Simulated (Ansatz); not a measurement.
# C28H30Si2: the relaxed shape and its frontier levels, part 2 of 2

What does C28H30Si2 look like as a singlet, and where do its frontier electrons sit?

Ansatz 0.2.0, Gaussian basis; RKS PBE0-D4/def2-TZVP. The steps go on from the part before.

## (3) Single point, PBE0-D4/def2-TZVP

start.molden holds the orbitals of an earlier run on this state, given as this run's starting guess.

Input file in.yaml:

```yaml
crystal:
  periodic: [false, false, false]
  atoms:
    - {symbol: C, position_ang: [-10.747364, 2.320080, -0.817891]}
    - {symbol: Si, position_ang: [-10.259788, 0.602474, -0.195412]}
    - {symbol: C, position_ang: [-10.912298, 0.325149, 1.557953]}
    - {symbol: C, position_ang: [-10.919815, -0.733568, -1.360118]}
    - {symbol: C, position_ang: [-8.415495, 0.493815, -0.160388]}
    - {symbol: C, position_ang: [-7.181469, 0.420611, -0.137317]}
    - {symbol: C, position_ang: [-5.759378, 0.337039, -0.110307]}
    - {symbol: C, position_ang: [-4.957004, 1.410955, -0.574674]}
    - {symbol: C, position_ang: [-3.564384, 1.324420, -0.544796]}
    - {symbol: C, position_ang: [-2.907589, 0.170127, -0.054785]}
    - {symbol: C, position_ang: [-1.430158, 0.083477, -0.026445]}
    - {symbol: C, position_ang: [-0.631380, 1.229482, 0.192955]}
    - {symbol: C, position_ang: [0.762927, 1.147249, 0.222195]}
    - {symbol: C, position_ang: [1.430139, -0.084292, 0.028150]}
    - {symbol: C, position_ang: [2.907576, -0.170957, 0.056218]}
    - {symbol: C, position_ang: [3.602232, -1.101271, -0.753594]}
    - {symbol: C, position_ang: [4.995091, -1.186484, -0.731798]}
    - {symbol: C, position_ang: [5.759381, -0.338138, 0.110103]}
    - {symbol: C, position_ang: [7.181505, -0.421343, 0.136978]}
    - {symbol: C, position_ang: [8.415596, -0.492794, 0.161469]}
    - {symbol: Si, position_ang: [10.259927, -0.600625, 0.194387]}
    - {symbol: C, position_ang: [10.764032, -1.930762, 1.441069]}
    - {symbol: C, position_ang: [10.950568, 1.081909, 0.711971]}
    - {symbol: C, position_ang: [10.864922, -1.059839, -1.537425]}
    - {symbol: C, position_ang: [5.068227, 0.595572, 0.924483]}
    - {symbol: C, position_ang: [3.675120, 0.673616, 0.893715]}
    - {symbol: C, position_ang: [0.631432, -1.229907, -0.193528]}
    - {symbol: C, position_ang: [-0.763020, -1.148552, -0.217638]}
    - {symbol: C, position_ang: [-3.712997, -0.898368, 0.407192]}
    - {symbol: C, position_ang: [-5.106309, -0.821505, 0.383620]}
    - {symbol: H, position_ang: [-11.851925, 2.422684, -0.853226]}
    - {symbol: H, position_ang: [-10.348810, 3.111956, -0.151940]}
    - {symbol: H, position_ang: [-10.351859, 2.499974, -1.838009]}
    - {symbol: H, position_ang: [-12.020681, 0.381906, 1.573757]}
    - {symbol: H, position_ang: [-10.612697, -0.671509, 1.940443]}
    - {symbol: H, position_ang: [-10.517344, 1.091462, 2.255112]}
    - {symbol: H, position_ang: [-10.620993, -1.744153, -1.015456]}
    - {symbol: H, position_ang: [-12.028312, -0.697672, -1.404276]}
    - {symbol: H, position_ang: [-10.528591, -0.593661, -2.388035]}
    - {symbol: H, position_ang: [-5.447801, 2.312691, -0.969148]}
    - {symbol: H, position_ang: [-2.967132, 2.161458, -0.936645]}
    - {symbol: H, position_ang: [-1.115608, 2.202563, 0.363781]}
    - {symbol: H, position_ang: [1.351696, 2.063289, 0.379541]}
    - {symbol: H, position_ang: [3.036257, -1.753257, -1.435870]}
    - {symbol: H, position_ang: [5.516128, -1.908975, -1.376876]}
    - {symbol: H, position_ang: [11.869317, -2.022327, 1.485792]}
    - {symbol: H, position_ang: [10.396805, -1.682630, 2.457359]}
    - {symbol: H, position_ang: [10.347005, -2.918596, 1.158984]}
    - {symbol: H, position_ang: [12.059675, 1.054502, 0.743641]}
    - {symbol: H, position_ang: [10.584266, 1.369073, 1.718350]}
    - {symbol: H, position_ang: [10.645341, 1.873620, -0.001729]}
    - {symbol: H, position_ang: [11.972081, -1.135721, -1.555611]}
    - {symbol: H, position_ang: [10.559124, -0.296225, -2.280848]}
    - {symbol: H, position_ang: [10.447437, -2.035667, -1.858206]}
    - {symbol: H, position_ang: [5.645506, 1.253704, 1.590248]}
    - {symbol: H, position_ang: [3.163898, 1.388993, 1.555360]}
    - {symbol: H, position_ang: [1.114662, -2.208842, -0.330372]}
    - {symbol: H, position_ang: [-1.350777, -2.058724, -0.409126]}
    - {symbol: H, position_ang: [-3.233074, -1.798725, 0.819447]}
    - {symbol: H, position_ang: [-5.713817, -1.658731, 0.757206]}
basis:
  gaussian: {orbitals: def2-TZVP, fitting: {mean_field: def2-universal-jkfit}, initial_orbitals: start.molden}
hamiltonian: {xc: pbe0, dispersion: d4}
scf: {omitted_lower_state_checks: [starts]}
output: {orbitals: {seedname: orbitals}}
```

Run with:

```bash
$ ansatz run in.yaml --threads 2 --pin off --events-out ev --progress --plain --max-ram 32768MiB --backend cuda --devices 0, --max-vram 18GiB
```

Log:

```text
Functional definition: PBE0
  name "PBE0"
  cite "Adamo & Barone, J. Chem. Phys. 110, 6158 (1999) doi:10.1063/1.478522"
  cite "Perdew, Burke & Ernzerhof, Phys. Rev. Lett. 77, 3865 (1996) doi:10.1103/PhysRevLett.77.3865"
  parent pbe
  parameter a = 0.25
  parameter kappa = 0.804
  parameter beta = 0.06672455060314922
  exchange = (1 - a)*pbe_x(kappa = kappa, mu = beta*pi^2/3) + a*exact_x
  correlation = pbe_c(beta = beta)
these checks for a lower state are left out or cut short: starts
2896 factors; integrals over basis functions are off by at most 3.6e-1 eV
mean field evaluation 1: about -45233.5008 eV, gradient 2.6e2 eV
mean field evaluation 2: about -45248.8198 eV, gradient 1.3e1 eV
mean field evaluation 4: about -45249.1130 eV, gradient 4.2e-1 eV
mean field evaluation 8: about -45249.1140 eV, gradient 1.4e-5 eV
mean field -45249.11397684 eV, -1662.8742676977 hartree, gradient 1.4e-5 eV, S^2 0.000000; 0 other end points of the search recorded, 0 dependent functions left out
reference -45249.11407434 eV, -1662.8742712810 hartree; 113, 113 occupied and 1009, 1009 virtual orbitals, 2896 factors
Total energy: -45250.88371190 eV, -1662.9393042617 hartree
Checks for a lower state left out: starts
```

It took 9.5 s on 1 × H100 (card shared with other runs) with 2 threads of AMD EPYC 7R13, shared host; peak host memory 1.2 GiB.

From the report: HOMO -6.09 eV, LUMO -1.94 eV.

Mulliken charges, from this run's orbitals:

C1 -0.48; Si2 0.34; C3 -0.48; C4 -0.48; C5 0.04; C6 0.00; C7 -0.08; C8 -0.18; C9 -0.21; C10 0.17; C11 0.15; C12 -0.21; C13 -0.21; C14 0.15; C15 0.17; C16 -0.21; C17 -0.18; C18 -0.08; C19 0.00; C20 0.04; Si21 0.34; C22 -0.48; C23 -0.48; C24 -0.48; C25 -0.18; C26 -0.21; C27 -0.21; C28 -0.21; C29 -0.21; C30 -0.18; H31 0.13; H32 0.14; H33 0.14; H34 0.13; H35 0.14; H36 0.14; H37 0.14; H38 0.13; H39 0.14; H40 0.13; H41 0.13; H42 0.13; H43 0.13; H44 0.13; H45 0.13; H46 0.13; H47 0.14; H48 0.14; H49 0.13; H50 0.14; H51 0.14; H52 0.13; H53 0.14; H54 0.14; H55 0.13; H56 0.13; H57 0.13; H58 0.13; H59 0.13; H60 0.13

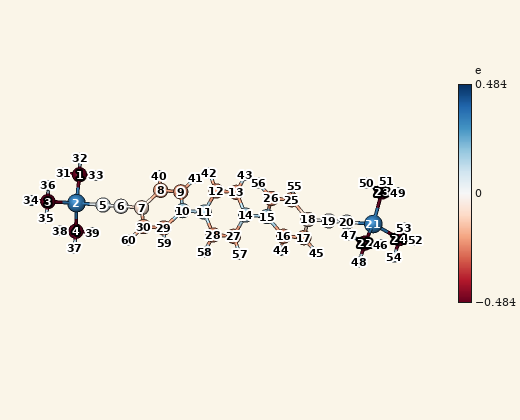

Mulliken charges, from this run's orbitals, as colours on the atoms.

Largest Mayer bond orders: C5–C6 2.57; C19–C20 2.57; C12–C13 1.47; C27–C28 1.47; C8–C9 1.46; C16–C17 1.46; C25–C26 1.46; C29–C30 1.46; C11–C28 1.37; C11–C12 1.37.

## (4) Results

The summary covers parts 1 to 2.

| quantity | value |
| --- | --- |
| point group | C1 |
| commonest bond, hydrogen aside | C–C, 24 of mean length 1.402 Å |
| HOMO, LUMO at PBE0-D4/def2-TZVP | -6.09, -1.94 eV |
| dipole at PBE-D4/def2-SVP | 0.00 D |

The molecule keeps its bonding pattern by the stored test; the atoms moved 0.16 Å (rms). No usable vibrations, so a minimum isn't proven. The point group is read from a loosely relaxed geometry; soft torsions can leave it below the true symmetry.
